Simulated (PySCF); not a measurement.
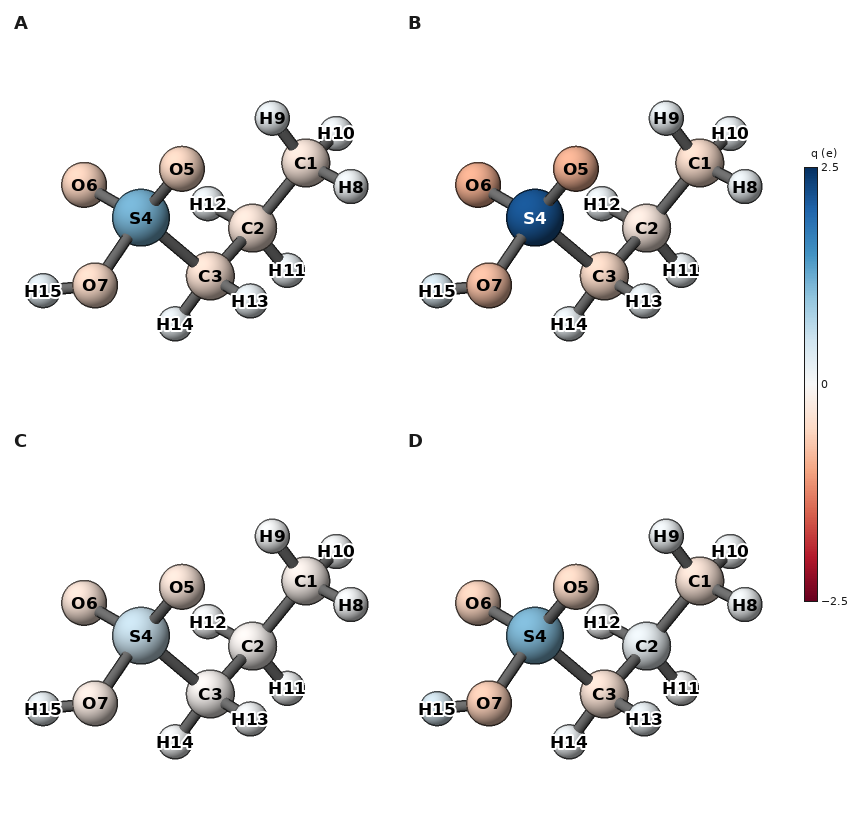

Atomic charges of one calculation by 4 schemes, on one colour scale. The computed structure is the end point of a PBE0-D3(BJ)/def2-SVP optimisation. No frequency run is at hand to confirm it as a minimum. Level of theory: PBE0/pcSseg-1 (PySCF 2.14.0).

The schemes are ESP-fitted, Hirshfeld, IAO, Mulliken. Which panel shows which?

A Mulliken, B IAO, C Hirshfeld, D ESP-fitted.

List the charges (e), one line for each set of equivalent atoms.

```csv
atom,Mulliken,IAO,Hirshfeld,ESP-fitted
C1,−0.29,−0.42,−0.12,−0.32
C2,−0.30,−0.25,−0.06,0.16
C3,−0.35,−0.46,−0.07,−0.34
S4,1.17,2.12,0.56,1.10
O5,−0.51,−0.85,−0.29,−0.48
O6,−0.54,−0.88,−0.32,−0.54
O7,−0.46,−0.73,−0.21,−0.59
H8,0.12,0.14,0.04,0.08
H9,0.15,0.15,0.04,0.10
H10,0.13,0.14,0.05,0.08
H11,0.14,0.15,0.05,0.02
H12,0.15,0.15,0.04,0.02
H13,0.17,0.17,0.06,0.16
H14,0.16,0.17,0.06,0.10
H15,0.27,0.38,0.18,0.44
```
